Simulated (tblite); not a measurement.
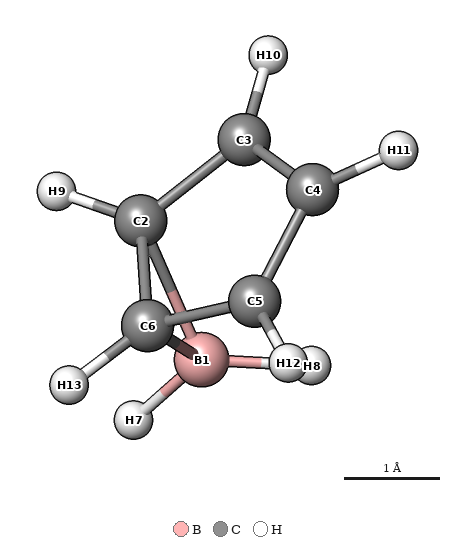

Fig. 1: The input geometry (ball-and-stick view, seen at a tilt; atoms are numbered from 1 in the order of the input).

## Run report: C5H7B, relaxed scan

System: C5H7B.
Method: GFN2-xTB relaxed scan under a harmonic restraint, gas phase (tblite 0.8.0).

Log:
```
point  coordinate     E/eV
  0      0.000     -420.52213
  1     -0.000     -420.52203
  2      0.000     -420.52205
  3      0.000     -420.52210
```

The run was set up as follows.

The input:
```
{"job": {"xc": "GFN2-xTB", "basis": "xTB", "coordinate": [["d", [0, 1], 1], ["d", [0, 5], -1]], "kind": "drive"}, "charge": 0, "multiplicity": 1}
B      1.331375    -0.074970    -0.675194
C      0.608368     0.014782     0.872375
C     -0.439696    -0.936735     0.914590
C     -1.450115    -0.545998     0.048854
C     -1.089061     0.653641    -0.545992
C      0.187199     1.045848    -0.074212
H      2.438059     0.306672    -0.753321
H      0.948633    -0.903654    -1.405736
H      1.333420     0.150730     1.655343
H     -0.423167    -1.845330     1.490838
H     -2.345186    -1.103345    -0.160413
H     -1.659148     1.182209    -1.290024
H      0.554930     2.056637    -0.094837
```

The first line tells a small driver script what to run in tblite; the rest is the geometry in Å.

Launched with:
```bash
OMP_NUM_THREADS=1 python <driver script> task.json out
```

Key numbers:

- outcome: converged
- hardware: 1 CPU thread, shared host
- peak memory: 0.18 GiB
